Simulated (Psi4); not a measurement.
**Interaction calculation, with input and output: H$_{4}$ (part 1 of 2)**

System: H$_{4}$, SMILES [H][H].[H][H].
Method: SAPT2+(3)DMP2/def2-SVPD, RHF (Psi4 1.11).

The geometry comes from this level: GFN2-xTB.

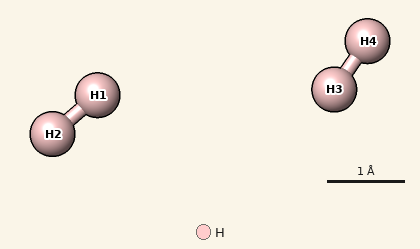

Fig. 1: The structure as given in the input (ball-and-stick view, seen at a tilt; atoms are numbered from 1 in the order of the input). Bond lengths as drawn: H–H 0.78 Å.

**The input (calc.in)**
```
memory 1600 mb

molecule geom {
  0 1
  H     -0.152030     0.840370    -0.958210
  H     -0.772470     1.055540    -1.376000
  --
  0 1
  H      0.424750    -1.440990     1.826980
  H      1.114410    -1.715390     2.059110
  units angstrom
  symmetry c1
  no_reorient
  no_com
}

set basis def2-SVPD
set reference rhf
set scf_type df
set freeze_core true

energy('sapt2+(3)dmp2')
```

Run on 1 thread of Intel Xeon @ 2.60GHz (Ice Lake), 24 GiB of memory available, shared host.

Launch command:
```bash
psi4 calc.in calc.out -n 1
```

**Log**
```
Psi4 1.11 release

   => Loading Basis Set <=

    Name: DEF2-SVPD
    Role: ORBITAL
    Keyword: BASIS

   => Loading Basis Set <=

    Name: DEF2-SVPD
    Role: ORBITAL
    Keyword: BASIS

  //>>>>>>>>>>>>>>>>>>>>>>>>>>>>>>>>>>>//
  //              Dimer HF             //
  //<<<<<<<<<<<<<<<<<<<<<<<<<<<<<<<<<<<//

   => Loading Basis Set <=

    Name: DEF2-SVPD
    Role: ORBITAL
    Keyword: BASIS

         ---------------------------------------------------------
                                   SCF
                              RHF Reference
                        1 Threads,   1525 MiB Core
         ---------------------------------------------------------

  ==> Geometry <==

    Molecular point group: c1
    Full point group: C1

    Geometry (in Angstrom), charge = 0, multiplicity = 1:

       Center              X                  Y                   Z               Mass
    ------------   -----------------  -----------------  -----------------  -----------------
         H           -0.152030000000     0.840370000000    -0.958210000000     1.007825032230
         H           -0.772470000000     1.055540000000    -1.376000000000     1.007825032230
         H            0.424750000000    -1.440990000000     1.826980000000     1.007825032230
         H            1.114410000000    -1.715390000000     2.059110000000     1.007825032230

  Running in c1 symmetry.

  Rotational constants: A =     63.99552  B =      0.87960  C =      0.86829 [cm^-1]
  Rotational constants: A = 1918537.49308  B =  26369.72733  C =  26030.59409 [MHz]
  Nuclear repulsion =    1.868151404425479

  Charge       = 0
  Multiplicity = 1
  Electrons    = 4
  Nalpha       = 2
  Nbeta        = 2

  ==> Algorithm <==

  SCF Algorithm Type is DF.
  DIIS enabled.
  MOM disabled.
  Fractional occupation disabled.
  Guess Type is SAD.
  Energy threshold   = 1.00e-08
  Density threshold  = 1.00e-08
  Integral threshold = 1.00e-12

  ==> Primary Basis <==

  Basis Set: DEF2-SVPD
    Blend: DEF2-SVPD
    Number of shells: 16
    Number of basis functions: 32
    Number of Cartesian functions: 32
    Spherical Harmonics?: true
    Max angular momentum: 1

   => Loading Basis Set <=

    Name: (DEF2-SVPD AUX)
    Role: JKFIT
    Keyword: DF_BASIS_SCF

  ==> Integral Setup <==

  DFHelper Memory: AOs need 0.001 GiB; user supplied 1.118 GiB.
  SCF_SUBTYPE=INCORE selected. In-core MEM_DF algorithm will be used.
  Using in-core AOs.

  ==> MemDFJK: Density-Fitted J/K Matrices <==

    J tasked:                   Yes
    K tasked:                   Yes
    wK tasked:                   No
    Memory [MiB]:              1144
    Algorithm:                 Core
    Schwarz Cutoff:           1E-12
    Mask sparsity (%):       1.7578
    Fitting Condition:        1E-10

   => Auxiliary Basis Set <=

  Basis Set: (DEF2-SVPD AUX)
    Blend: DEF2-UNIVERSAL-JKFIT
    Number of shells: 24
    Number of basis functions: 72
    Number of Cartesian functions: 80
    Spherical Harmonics?: true
    Max angular momentum: 2

  Minimum eigenvalue in the overlap matrix is 4.6087329096E-04.
  Reciprocal condition number of the overlap matrix is 1.4154464617E-04.
    Using symmetric orthogonalization.

  ==> Pre-Iterations <==

  SCF Guess: Superposition of Atomic Densities via on-the-fly atomic UHF (no occupation information).

   -------------------------
    Irrep   Nso     Nmo
   -------------------------
     A         32      32
   -------------------------
    Total      32      32
   -------------------------

  ==> Iterations <==

                           Total Energy        Delta E     RMS |[F,P]|

   @DF-RHF iter SAD:    -1.70543762124185   -1.70544e+00   0.00000e+00
   @DF-RHF iter   1:    -2.25160289215879   -5.46165e-01   2.07316e-03 ADIIS/DIIS
   @DF-RHF iter   2:    -2.25651034977715   -4.90746e-03   3.77574e-04 ADIIS/DIIS
   @DF-RHF iter   3:    -2.25668843745259   -1.78088e-04   2.09995e-05 DIIS
   @DF-RHF iter   4:    -2.25668889881047   -4.61358e-07   1.63371e-06 DIIS
   @DF-RHF iter   5:    -2.25668890221944   -3.40896e-09   1.08966e-07 DIIS
   @DF-RHF iter   6:    -2.25668890223390   -1.44658e-11   9.50899e-09 DIIS
  Energy and wave function converged.

  ==> Post-Iterations <==

    Orbital Energies [Eh]
    ---------------------

    Doubly Occupied:

       1A     -0.582731     2A     -0.580135

    Virtual:

       3A      0.139811     4A      0.161509     5A      0.227541
       6A      0.231972     7A      0.245651     8A      0.252596
       9A      0.296091    10A      0.329419    11A      0.370502
      12A      0.378929    13A      0.411465    14A      0.441634
      15A      0.463743    16A      0.491706    17A      0.632482
      18A      0.682727    19A      1.230501    20A      1.239819
      21A      1.640226    22A      1.647482    23A      1.656635
      24A      1.685486    25A      2.094379    26A      2.123554
      27A      2.312667    28A      2.319837    29A      2.327591
      30A      2.350064    31A      3.595414    32A      3.599951

    Final Occupation by Irrep:
              A
    DOCC [     2 ]
    NA   [     2 ]
    NB   [     2 ]

  @DF-RHF Final Energy:    -2.25668890223390

   => Energetics <=

    Nuclear Repulsion Energy =              1.8681514044254788
    One-Electron Energy =                  -5.9239491022848050
    Two-Electron Energy =                   1.7991087956254226
    Total Energy =                         -2.2566889022339032

Computation Completed

Properties will be evaluated at   0.000000,   0.000000,   0.000000 [a0]

Properties computed using the SCF density matrix

 Multipole Moments:

 ------------------------------------------------------------------------------------
     Multipole            Electronic (a.u.)      Nuclear  (a.u.)        Total (a.u.)
 ------------------------------------------------------------------------------------

 L = 1.  Multiply by 2.5417464519 to convert [e a0] to [Debye]
 Dipole X            :         -1.1613090            1.1615391            0.0002301
 Dipole Y            :          2.3814544           -2.3819431           -0.0004887
 Dipole Z            :         -2.9324534            2.9326282            0.0001747
 Magnitude           :                                                    0.0005677

 ------------------------------------------------------------------------------------

	total time  =          1 seconds =       0.02 minutes

  //>>>>>>>>>>>>>>>>>>>>>>>>>>>>>>>>>>>//
  //               DFMP2               //
  //<<<<<<<<<<<<<<<<<<<<<<<<<<<<<<<<<<<//

   => Loading Basis Set <=

    Name: (DEF2-SVPD AUX)
    Role: RIFIT
    Keyword: DF_BASIS_MP2

	 --------------------------------------------------------
	                          DF-MP2
	      2nd-Order Density-Fitted Moller-Plesset Theory
	              RMP2 Wavefunction,   1 Threads

	 --------------------------------------------------------

   => Auxiliary Basis Set <=

  Basis Set: (DEF2-SVPD AUX)
    Blend: DEF2-SVPD-RI
    Number of shells: 36
    Number of basis functions: 92
    Number of Cartesian functions: 100
    Spherical Harmonics?: true
    Max angular momentum: 2

	 --------------------------------------------------------
	                 NBF =    32, NAUX =    92
	 --------------------------------------------------------
	   CLASS    FOCC     OCC    AOCC    AVIR     VIR    FVIR
	   PAIRS       0       2       2      30      30       0
	 --------------------------------------------------------

	 Will save fitting metric to file 97.

	-----------------------------------------------------------
	 ==================> DF-MP2 Energies <====================
	-----------------------------------------------------------
	 Reference Energy          =      -2.2566889022339032 [Eh]
	 Singles Energy            =      -0.0000000000000000 [Eh]
	 Same-Spin Energy          =      -0.0000267980980286 [Eh]
	 Opposite-Spin Energy      =      -0.0550389924853346 [Eh]
	 Correlation Energy        =      -0.0550657905833632 [Eh]
	 Total Energy              =      -2.3117546928172663 [Eh]
	-----------------------------------------------------------
	 ================> DF-SCS-MP2 Energies <==================
	-----------------------------------------------------------
	 SCS Same-Spin Scale       =       0.3333333333333333 [-]
	 SCS Opposite-Spin Scale   =       1.2000000000000000 [-]
	 SCS Same-Spin Energy      =      -0.0000089326993429 [Eh]
	 SCS Opposite-Spin Energy  =      -0.0660467909824016 [Eh]
	 SCS Correlation Energy    =      -0.0660557236817444 [Eh]
	 SCS Total Energy          =      -2.3227446259156475 [Eh]
	-----------------------------------------------------------

	total time  =          0 seconds =       0.00 minutes

  //>>>>>>>>>>>>>>>>>>>>>>>>>>>>>>>>>>>//
  //            Monomer A HF           //
  //<<<<<<<<<<<<<<<<<<<<<<<<<<<<<<<<<<<//

  ==> Geometry <==

    Molecular point group: c1
    Full point group: C1

    Geometry (in Angstrom), charge = 0, multiplicity = 1:

       Center              X                  Y                   Z               Mass
    ------------   -----------------  -----------------  -----------------  -----------------
         H           -0.152030000000     0.840370000000    -0.958210000000     1.007825032230
         H           -0.772470000000     1.055540000000    -1.376000000000     1.007825032230
      Gh(H)           0.424750000000    -1.440990000000     1.826980000000     1.007825032230
      Gh(H)           1.114410000000    -1.715390000000     2.059110000000     1.007825032230

  Running in c1 symmetry.

  Rotational constants: A =     63.99552  B =      0.87960  C =      0.86829 [cm^-1]
  Rotational constants: A = 1918537.49308  B =  26369.72733  C =  26030.59409 [MHz]
  Nuclear repulsion =    0.679890887039846

  Charge       = 0
  Multiplicity = 1
  Electrons    = 2
  Nalpha       = 1
  Nbeta        = 1

  ==> Iterations <==

                           Total Energy        Delta E     RMS |[F,P]|

   @DF-RHF iter SAD:    -0.85263104803466   -8.52631e-01   0.00000e+00
   @DF-RHF iter   1:    -1.12579704416632   -2.73166e-01   1.46419e-03 ADIIS/DIIS
   @DF-RHF iter   2:    -1.12823892075725   -2.44188e-03   2.66153e-04 ADIIS/DIIS
   @DF-RHF iter   3:    -1.12832681212480   -8.78914e-05   1.45311e-05 DIIS
   @DF-RHF iter   4:    -1.12832702911298   -2.16988e-07   1.12951e-06 DIIS
   @DF-RHF iter   5:    -1.12832703075959   -1.64661e-09   7.46325e-08 DIIS
   @DF-RHF iter   6:    -1.12832703076635   -6.75993e-12   5.20563e-09 DIIS
  Energy and wave function converged.

  ==> Post-Iterations <==

    Final Occupation by Irrep:
              A
    DOCC [     1 ]
    NA   [     1 ]
    NB   [     1 ]

  @DF-RHF Final Energy:    -1.12832703076635

   => Energetics <=

    Nuclear Repulsion Energy =              0.6798908870398456
    One-Electron Energy =                  -2.4543684966664356
    Two-Electron Energy =                   0.6461505788602366
    Total Energy =                         -1.1283270307663535

Computation Completed

Properties will be evaluated at   0.000000,   0.000000,   0.000000 [a0]

Properties computed using the SCF density matrix

 Multipole Moments:

 ------------------------------------------------------------------------------------
     Multipole            Electronic (a.u.)      Nuclear  (a.u.)        Total (a.u.)
 ------------------------------------------------------------------------------------

 L = 1.  Multiply by 2.5417464519 to convert [e a0] to [Debye]
 Dipole X            :          1.7469862           -1.7470518           -0.0000656
 Dipole Y            :         -3.5826321            3.5827507            0.0001185
 Dipole Z            :          4.4108550           -4.4110176           -0.0001626
 Magnitude           :                                                    0.0002117
```
